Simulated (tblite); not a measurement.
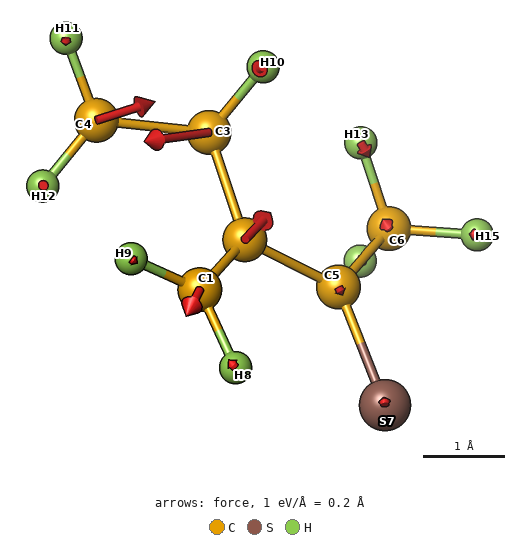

Starting geometry of C$_{6}$H$_{8}$S (charge +1, multiplicity 2) with the computed forces as red arrows. The picture is a ball-and-stick view, seen at a tilt.

Level of theory: GFN2-xTB geometry optimisation, gas phase (tblite 0.8.0). 

Q: Is this structure relaxed? If not, where do the atoms go?

A: It isn't relaxed: the largest force vector, on a C atom, is 6.11 eV/Å. The final displacements have little in common with the starting forces (cosine between the two patterns 0.15). The atom that moves furthest after the best rigid fit is an H atom (1.14 Å). By element the largest moves are H 1.14 Å, S 1.07 Å, C 0.33 Å. Some distances before and after: C–C 1.468 → 1.338 Å, C–C 1.302 → 1.349 Å, C–C 1.501 → 1.455 Å, C–H 1.129 → 1.090 Å. Among the angles between lasting bonds that change: C–C–C 106.5° → 123.4°, C–C–H 116.1° → 122.2°, C–C–H 105.8° → 111.2°. Groups turn about C–C by about 40°, C–C by about 20°. After 156 geometry steps the energy has fallen by 1.385 eV. The run took 0.82 s on 1 thread of Arm Neoverse V2, on a shared host.
